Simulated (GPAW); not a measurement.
Band structure of BaAl2Si2 (Cmcm, 10 atoms in the cell).

```
Ba(AlSi)2
1.0
    2.17679    -5.42577     0.00000
    2.17679     5.42577     0.00000
    0.00000     0.00000    10.22208
Ba Al Si
2 4 4
Direct
  0.91422   0.08578   0.25000
  0.08578   0.91422   0.75000
  0.62114   0.37886   0.46548
  0.37886   0.62114   0.53452
  0.37886   0.62114   0.96548
  0.62114   0.37886   0.03452
  0.79859   0.20141   0.86760
  0.20141   0.79859   0.13240
  0.20141   0.79859   0.36760
  0.79859   0.20141   0.63240
```

Computed with PBEsol, GPAW PAW datasets PBEsol (made by gpaw-setup) (plane waves; GPAW 25.7.0).

Settings: mode = pw; ecut = 550 eV; xc = PBEsol; kpts = 4 4 2; mesh shift (steps) = 0.5 0.5 0.5; occupations.name = methfessel-paxton; occupations.width = 0.1 eV; occupations.order = 1; nbands = -14; symmetry.symmorphic = false; symmetry.tolerance = 0.0005; maxiter = 150; bandpath_npoints = 50.

The starting cell comes from a database of computed structures (which also holds hypothetical and non-ambient phases and stackings), without a prior relaxation at this level.

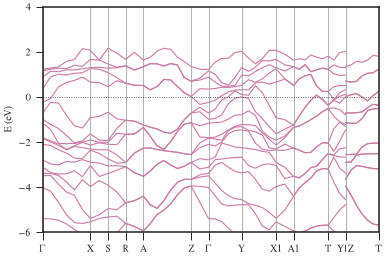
Figure. Bands along the path, energies from the Fermi level.

Levels in eV from the Fermi level, bands 21 to 28:
```json
[
 {"point": "Γ", "21": "-1.80", "22": "-1.16", "23": "-0.99", "24": "-0.72", "25": "-0.24", "26": "0.35", "27": "0.88", "28": "1.15"},
 {"point": "X", "21": "-2.13", "22": "-1.91", "23": "-1.64", "24": "-0.92", "25": "0.65", "26": "1.25", "27": "1.30", "28": "1.66"},
 {"point": "S", "21": "-2.10", "22": "-2.01", "23": "-1.93", "24": "-0.68", "25": "0.45", "26": "1.08", "27": "1.27", "28": "1.46"},
 {"point": "R", "21": "-1.66", "22": "-1.66", "23": "-1.03", "24": "-1.03", "25": "0.61", "26": "0.61", "27": "1.37", "28": "1.37"},
 {"point": "A", "21": "-1.35", "22": "-1.35", "23": "-1.24", "24": "-1.24", "25": "0.51", "26": "0.51", "27": "1.34", "28": "1.34"},
 {"point": "Z", "21": "-1.14", "22": "-1.14", "23": "-0.71", "24": "-0.71", "25": "0.02", "26": "0.02", "27": "0.70", "28": "0.70"},
 {"point": "Y", "21": "-1.22", "22": "-0.79", "23": "0.00", "24": "0.11", "25": "0.32", "26": "0.51", "27": "0.96", "28": "1.30"},
 {"point": "X1", "21": "-2.13", "22": "-1.91", "23": "-1.64", "24": "-0.92", "25": "0.65", "26": "1.25", "27": "1.30", "28": "1.66"},
 {"point": "A1", "21": "-1.35", "22": "-1.35", "23": "-1.24", "24": "-1.24", "25": "0.51", "26": "0.51", "27": "1.34", "28": "1.34"},
 {"point": "T", "21": "-0.51", "22": "-0.51", "23": "-0.37", "24": "-0.37", "25": "0.24", "26": "0.24", "27": "1.22", "28": "1.22"}
]
```

Bands cross the Fermi level along this path, so the cell is metallic at this level.
